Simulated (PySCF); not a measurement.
## Run report: C₆H₁₁BP, EPR calculation

System: C₆H₁₁BP, multiplicity 2.
Method: UKS B3LYP, pcH-1 on B C H P, non-relativistic, mean-field spin-orbit, GIAO (PySCF 2.14.0).

It belongs to a series of runs on one base structure; here: H added to sp2 C.

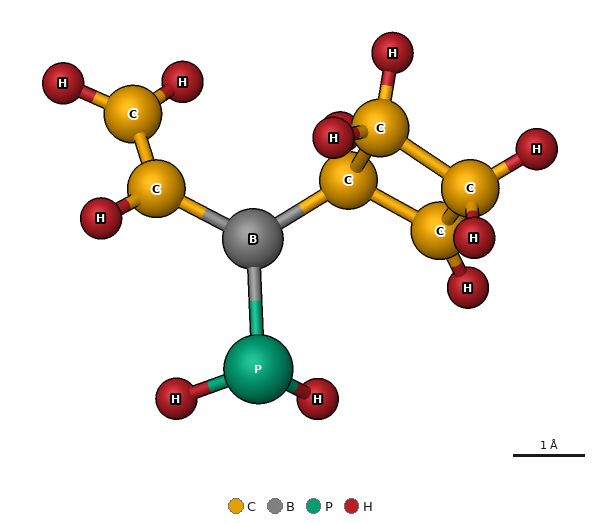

**Figure 1.** The structure (ball-and-stick view, seen at a tilt). Bond lengths as drawn: B–C 1.54 to 1.59 Å, B–P 1.89 Å, C–C 1.33 to 1.56 Å, C–H 1.07 to 1.10 Å and H–P 1.38 Å.

Key numbers

| quantity | value |
| --- | --- |
| outcome | converged |
| total energy | −601.382039 hartree |
| ⟨S²⟩ | 0.754 |
| isotropic g | 2.0026 |
| hardware | 1 CPU thread, shared host |
| wall time | 2.4 min |
| peak memory | 0.99 GiB |

The input
```
{"job": {"kind": "epr", "basis": "pcH-1"}, "charge": 0, "multiplicity": 2}
C      2.568835    -1.349098    -0.280384
C      2.132289    -0.172719     0.172351
B      0.792030     0.502675    -0.178924
P      0.676627     2.385667    -0.181465
C     -0.533782    -0.362565    -0.362629
C     -1.805358     0.317810    -0.687945
C     -2.452988    -0.020552     0.601305
C     -1.201351    -0.840754     0.961072
H      1.981895    -1.945253    -0.961095
H      3.532978    -1.755047    -0.016539
H      2.804935     0.379863     0.825104
H      1.931116     2.693244    -0.677940
H      0.021231     2.583038    -1.379165
H     -0.285568    -1.195862    -1.034146
H     -2.089043     0.984788    -1.478896
H     -2.638421     0.830660     1.265717
H     -3.386144    -0.589478     0.534475
H     -1.367294    -1.914412     1.003673
H     -0.691791    -0.522755     1.867969
```

The first line tells a small driver script what to run in PySCF; the rest is the geometry in Å.

Launched with:
```bash
OMP_NUM_THREADS=1 python <driver script> task.json out
```

Log
```
UKS, coarse grid
  cycle   1  E = -601.31293222  |g| = 3.54e-01
  cycle   2  E = -601.28210954  |g| = 4.27e-01
  cycle   3  E = -601.37981794  |g| = 6.13e-02
  cycle   4  E = -601.38096239  |g| = 4.34e-02
  cycle   5  E = -601.38191309  |g| = 1.07e-02
  cycle   6  E = -601.38197445  |g| = 4.67e-03
  cycle   7  E = -601.38198703  |g| = 1.15e-03
  cycle   8  E = -601.38198829  |g| = 6.58e-04
UKS, final grid
  cycle   1  E = -601.38203908  |g| = 7.47e-04
  cycle   2  E = -601.38203891  |g| = 9.61e-04
  cycle   3  E = -601.38203937  |g| = 8.15e-05
  cycle   4  E = -601.38203938  |g| = 3.32e-05
  cycle   5  E = -601.38203938  |g| = 2.84e-05
E = -601.38203938 Eh   <S^2> = 0.7543 (exact 0.7500)
g shifts (ppm)      1          2          3
  rmc          -140       -140       -140
  gc              3         22         21
  oz_so          -4        623        743
  total        -141        505        625
hyperfine (MHz)  atom isotope    a_iso     a_fc   dipolar eigenvalues
    0   13C       0.93       0.93     -1.07     -0.48      1.55
    1   13C       2.98       2.98     -1.48     -0.37      1.85
    2   11B      66.20      66.21     -4.68     -3.80      8.48
    3   31P       0.81       0.80     -3.06      0.97      2.09
    4   13C     -31.72     -31.74     -3.54     -0.41      3.95
    5   13C      99.14      99.23    -79.27    -77.85    157.12
    6   13C     -35.13     -35.14     -2.59      0.30      2.30
    7   13C       5.21       5.21     -1.48     -0.98      2.46
    8    1H       0.29       0.29     -1.45     -0.36      1.81
    9    1H       0.42       0.42     -0.84     -0.49      1.34
   10    1H       2.22       2.22     -1.00     -0.59      1.59
   11    1H       0.26       0.26     -1.03     -0.74      1.77
   12    1H       1.37       1.37     -2.86     -2.52      5.38
   13    1H     117.15     117.15     -4.99     -3.90      8.89
   14    1H     -59.46     -59.48    -37.56      0.03     37.52
   15    1H     119.06     119.06     -4.47     -3.42      7.89
   16    1H     115.49     115.49     -4.60     -3.93      8.53
   17    1H      -3.76      -3.76     -2.75     -2.42      5.17
   18    1H      -3.91      -3.92     -2.55     -2.14      4.70
```

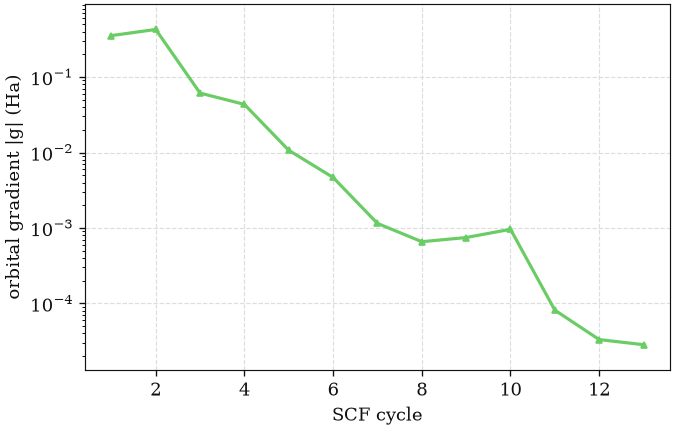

**Figure 2.** Convergence of the self-consistent field: orbital gradient |g| against the SCF cycle. All cycles printed in the log are drawn one after another.

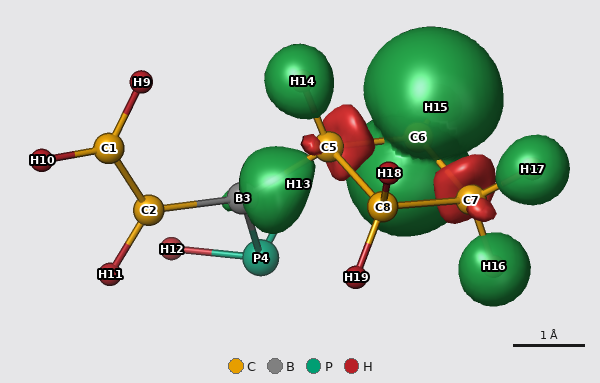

**Figure 3.** Isosurfaces of the spin density at +0.02 (green) and −0.02 e/Å³ (red), seen from the side. The unpaired spin (1 electron) lies mostly on C6 (about 0.7), in electrons by Hirshfeld's partition.

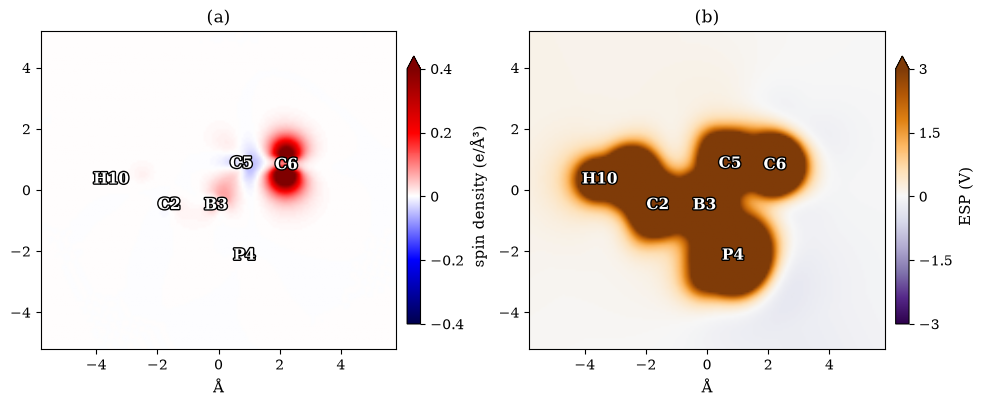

**Figure 4.** (a) spin density (α minus β); (b) molecular electrostatic potential on the plane of atoms P4, B3 and C5. The unpaired spin (1 electron) lies mostly on C6 (about 0.7), in electrons by Hirshfeld's partition.
